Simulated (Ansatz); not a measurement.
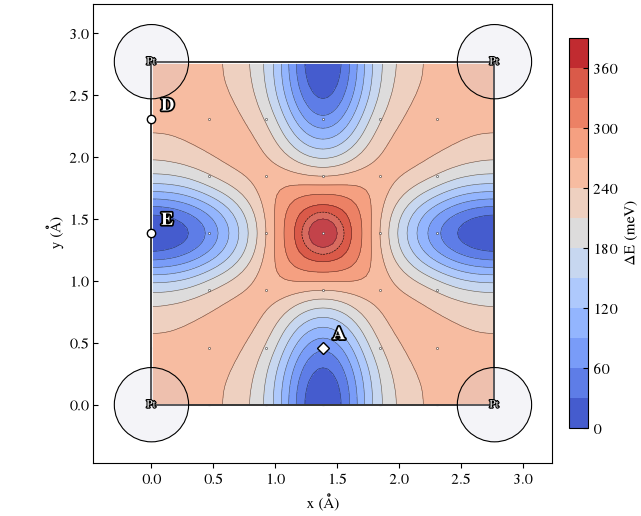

H on a Pt(100) slab cut from the Fm-3m phase, its upper half relaxed before the scan (3 atoms of substrate and one adsorbate in a 1 × 1 cell). H is moved over the surface cell; relaxed at each place: the height of the adsorbate's atoms; substrate rigid; the origin of the map has the adsorbate above Pt3. Places are given modulo a cell vector. The map is drawn in real space over the plane of the surface. Grid: 6 × 6 points; 10 points were computed and 26 follow by symmetry. Energies: meV, counted from the lowest grid point. With one adsorbate in each 1 × 1 cell, its nearest image is 2.8 Å away, so neighbouring adsorbates interact. Level of theory: Ansatz 0.2.0, DFT PBEsol, scalar-relativistic, plane waves, PAW. Settings: cutoff 420 eV, k-mesh 10×10×1, gaussian smearing 0.1 eV, no spin polarisation.

In the figure: filled contours, dots at the grid points, labelled circles for the atoms of the top layer and small ones for the second layer, the outline of one cell of the plane, lettered points. Between grid points the surface is interpolated.

> Is E the lowest point of the computed grid?

Yes. E, at a bridge site between two Pt atoms, (0/6, 3/6) of the cell vectors, has the lowest energy of the grid.

> What kind of point is each of D, E: minimum, saddle, maximum or slope?

D: saddle point; E: minimum. (In these two coordinates alone; a stationary point may lie a little off the grid point.)

> Rank the lettered points by energy, lowest first.

E (0 meV), A (67 meV), D (245 meV).

PAW datasets: the set soft_1.
